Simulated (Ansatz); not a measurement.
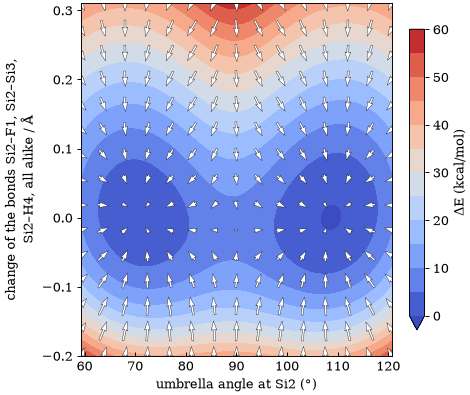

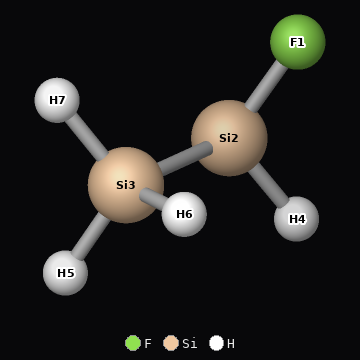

Energy landscape of FH₄Si₂, SMILES F[SiH][SiH3], spin multiplicity 2. First axis: umbrella angle at Si2 (between each of its bonds and their common axis; 90 is planar). Second axis: change of the bonds Si2–F1, Si2–Si3, Si2–H4, all alike. Nothing is relaxed (all other coordinates rigid). Grid: 15 × 15 points. Points are written as (first, second). All energies are given in kcal/mol relative to the lowest grid point. Computed with UKS PBE0-D4/def2-SVP (Ansatz 0.2.0).

Drawn: filled contours, arrows along the force (downhill), their lengths compressed. Between grid points the surface is interpolated. The second picture is the structure at the lowest point.

Question: Summarise what can be read from the map.

Answer: The lowest grid point is at (107.6°, −0.018 Å). A higher local minimum lies near (72.4°, 0.018 Å) (1.2 kcal/mol above the lowest at that grid point). The highest grid point, (90.0°, 0.311 Å), lies 57.0 kcal/mol above the lowest. On the interpolated surface the easiest way out of the lowest well to the well at about (71°, 0.00 Å) passes a barrier of about 8.6 kcal/mol, counted from the interpolated bottom of the well. Round the minimum the two coordinates are weakly coupled (coupling −0.13 in units of the two stiffnesses).

The whole map (225 points run) took 14 min on 1 thread of Arm Neoverse V2 (shared host).
